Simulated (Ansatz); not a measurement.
# C2H4BClSe: the cost of one run

Method: RKS PBE0-D4/def2-SVPD; program: Ansatz 0.2.0.

1 further run of the same task is left out (set aside as unsound or not needed).

## 1. The starting structure

SMILES `ClB1CC[Se]1`, 9 atoms, charge 0, spin multiplicity 1.

Atoms are counted from 1 here; the program's logs count them from 0.

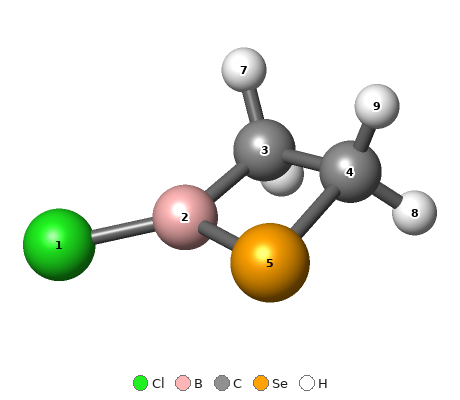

The starting geometry (chlorine green, boron pink, carbon grey, selenium orange, hydrogen white); atoms are numbered from 1 in the order of the file.

As a file:

```xyz
9

Cl    0.0693    0.3951   -2.9602
B    -0.2042    0.2932   -1.2251
C     0.6415   -0.3402   -0.0562
C    -0.3592    0.0365    1.0647
Se   -1.6866    0.9492   -0.1524
H     0.8033   -1.4332   -0.1498
H     1.6415    0.1197    0.0795
H    -0.8393   -0.8195    1.5696
H     0.0223    0.7528    1.8128
```

## 2. Relaxation

input.yaml reads:

```yaml
crystal:
  periodic: [false, false, false]
  atoms:
    - { symbol: Cl, position_ang: [0.069297, 0.395078, -2.960162] }
    - { symbol: B, position_ang: [-0.204211, 0.293194, -1.225098] }
    - { symbol: C, position_ang: [0.641474, -0.340166, -0.056212] }
    - { symbol: C, position_ang: [-0.359214, 0.036538, 1.064728] }
    - { symbol: Se, position_ang: [-1.686648, 0.949197, -0.152368] }
    - { symbol: H, position_ang: [0.803289, -1.433195, -0.149773] }
    - { symbol: H, position_ang: [1.641454, 0.119655, 0.079475] }
    - { symbol: H, position_ang: [-0.839257, -0.819455, 1.56962] }
    - { symbol: H, position_ang: [0.022317, 0.752753, 1.81279] }
basis:
  gaussian: { orbitals: def2-SVPD }
hamiltonian:
  xc: pbe0
  dispersion: d4
output:
  forces: true
relax:
  f_tol: 0.003
  max_steps: 120
```

Started as:

```console
ansatz run input.yaml --threads 1 --pin off --max-ram 2560MiB --backend cpu --events-out ev --progress --plain --runs-dir out
```

Q: Estimate wall time and peak memory on 1 thread of Arm Neoverse V2, shared host.

About 71 s, with a peak of 0.49 GiB.
